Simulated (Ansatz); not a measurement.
# Series on Li+ triflate in propylene carbonate and dimethoxyethane, by temperature

How do cells made at different temperatures differ in energy, pressure, forces, levels, charges and cost?

Computed with Ansatz 0.2.0: Kohn-Sham DFT, LDA, PAW (set soft_2). Every run is a single point, with the atoms held where the recipe put them (cutoff of the plane-wave runs 420 eV, gaussian smearing of 0.025 eV).

First member: 4 propylene carbonate, 6 dimethoxyethane, 2 Li+, 2 triflate placed at random, at 1.15 g/cm³; overlaps pushed apart, then 10 ps at 550 K with Joung-Cheatham ions (J. Phys. Chem. B 112, 9020 (2008)); MMFF94 bonds, angles, torsions, charges and radii (Halgren, J. Comput. Chem. 17, 490 (1996)) in harmonic and 12-6 forms; charges of ions scaled by 0.8. Snapshot after 30 ps at 290 K and fixed volume.

Last member: 4 propylene carbonate, 6 dimethoxyethane, 2 Li+, 2 triflate placed at random, at 0.991 g/cm³; overlaps pushed apart, then 10 ps at 550 K with Joung-Cheatham ions (J. Phys. Chem. B 112, 9020 (2008)); MMFF94 bonds, angles, torsions, charges and radii (Halgren, J. Comput. Chem. 17, 490 (1996)) in harmonic and 12-6 forms; charges of ions scaled by 0.8. Snapshot after 30 ps at 470 K and fixed volume.

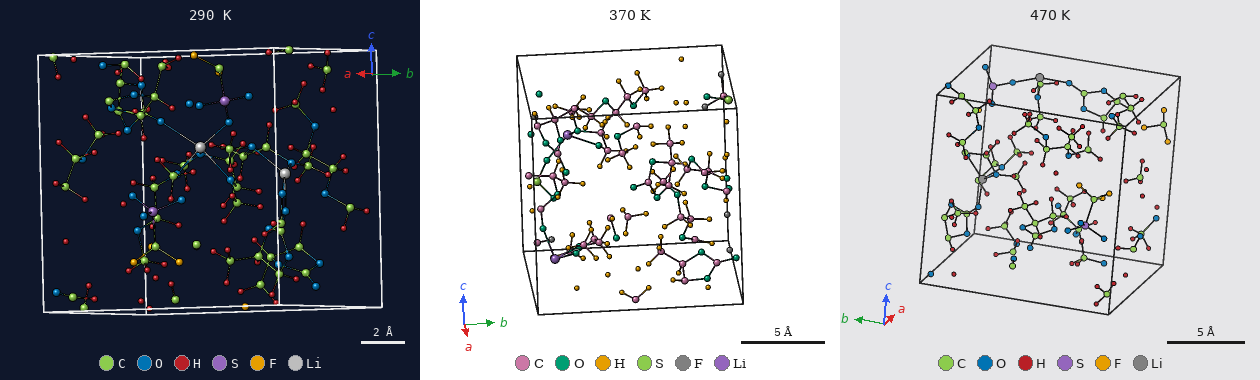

Three members of the series, labelled by temperature. Bonds to atoms that aren't drawn are left out. Some periodic images of atoms are drawn too.

The members:

```
temperature (K)  reduced formula  atoms  valence electrons  k-mesh        basis  density (g/cm³)
            290   LiH42C21SO15F3    166                492   1×1×1  plane waves             1.15
            330   LiH42C21SO15F3    166                492   1×1×1  plane waves             1.12
            370   LiH42C21SO15F3    166                492   1×1×1  plane waves             1.08
            410   LiH42C21SO15F3    166                492   1×1×1  plane waves             1.04
            470   LiH42C21SO15F3    166                492   1×1×1  plane waves            0.991
```

Each cell is one sample from a classical run, so sample-to-sample scatter enters every column; pressures lack the kinetic term, and hold the strain of bonds inside molecules, whose lengths the classical model set.

The input of the first member, without its atom lines; other members have their own cell and atoms, and may differ in mesh, basis and outputs:

```yaml
crystal:
  lattice:
    - [12.20435, 0.0, 0.0]
    - [0.0, 12.20435, 0.0]
    - [0.0, 0.0, 12.20435]
  atoms:
    [... 166 lines ...]
kpoints:
  mp_grid: { grid: [1, 1, 1] }
hamiltonian:
  xc: lda
scf:
  occupations: { method: gaussian, width: 0.025 }
output:
  forces: true
  stress: true
  populations: intrinsic
  dos:
    method: { smearing: { sigma: 0.1 } }
    de: 0.1
    projected: { site_lists: { C: [C], F: [F], H: [H], Li: [Li], O: [O] } }
  eigenvalues: true
  write_density: true
  write_potential: true
  volumetric_format: npy
```

Q: What do these runs give, and what do they cost?

Results; charges are mean intrinsic-atomic-orbital charges in e:

```
temperature (K)  energy less the first member's (meV/atom)  pressure (GPa)  r.m.s. force (eV/Å)  gap (eV)   q(S)  q(Li)   q(C)
            290                                        0.0           -1.11                0.985                3.96  +2.23  +0.73  -0.12
            330                                        0.9           -1.05                0.913                3.82  +2.23  +0.75  -0.11
            370                                       17.3          -0.925                 1.12                3.88  +2.24  +0.75  -0.12
            410                                       18.1           -1.27                 1.07                3.98  +2.22  +0.76  -0.12
            470                                       16.2          -0.942                 1.05                3.94  +2.21  +0.75  -0.12
```

The gap is that between the highest filled and lowest empty Kohn-Sham level on the run's k-points, and local or semilocal functionals tend to put gaps under measured ones.

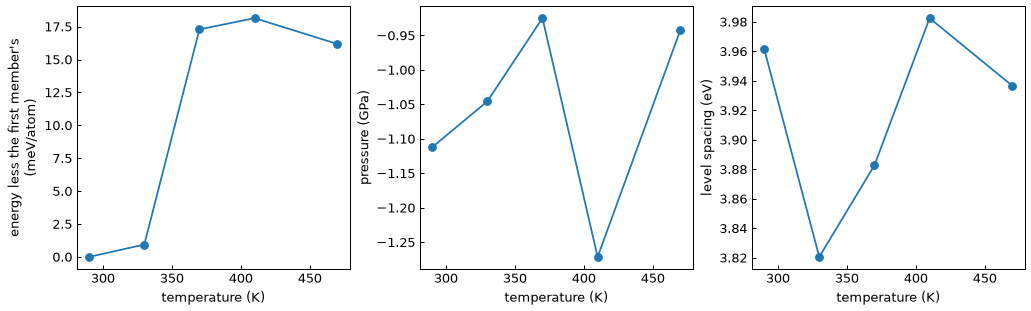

Results against temperature.

Cost on 8 threads of AMD EPYC 9R45, shared host:

```
temperature (K)  atoms        basis  k-mesh  SCF cycles   time  host memory (GiB)
            290    166  plane waves   1×1×1          12  8.2 s                2.4
            330    166  plane waves   1×1×1          11  7.7 s                2.5
            370    166  plane waves   1×1×1          11  7.7 s                2.5
            410    166  plane waves   1×1×1          12  8.2 s                2.6
            470    166  plane waves   1×1×1          12  9.1 s                2.7
```

Times include the outputs that each run asked for, on hosts shared with other jobs.

What the series shows: The energy against the first member is lowest at 290 K (0.0 meV/atom) and highest at 410 K (18.1 meV/atom); each member is a single configuration. The gap is lowest at 330 K (3.82 eV) and highest at 410 K (3.98 eV), with no steady trend; in single samples it varies with the configuration. The mean charge on S is lowest at 470 K (+2.21 e) and highest at 370 K (+2.24 e). The density spans 0.991 to 1.15 g/cm³, so the columns mix its effect with that of the temperature. The pressure is lowest at 410 K (-1.3 GPa) and highest at 370 K (-0.92 GPa), with no steady trend; the recipes set unlike densities, and the bond lengths of the classical model enter the pressure too.

Caveats: The network of contacts between molecules at the start is that of the classical potential that made the cell, and needn't be the one that DFT or experiment would give. The cells aren't relaxed by DFT, which could reorder their energies. The functional has no dispersion term, which matters between molecules.

[Logs are printed without paths, hosts, clocks, repeated set-up lines and the standing remarks that a program may print on its own settings, such as how far it seeks lower states.]

[Hosts, paths, dates, database ids (printed as entryN), source tags and the programs' standing remarks are cut or masked in the printed files.]

[The MMFF94 radii named for the starting cell were scaled by 0.96; in molecules described by MMFF94, hydrogen bound to N, O or S took a small fixed 12-6 site in their place.]
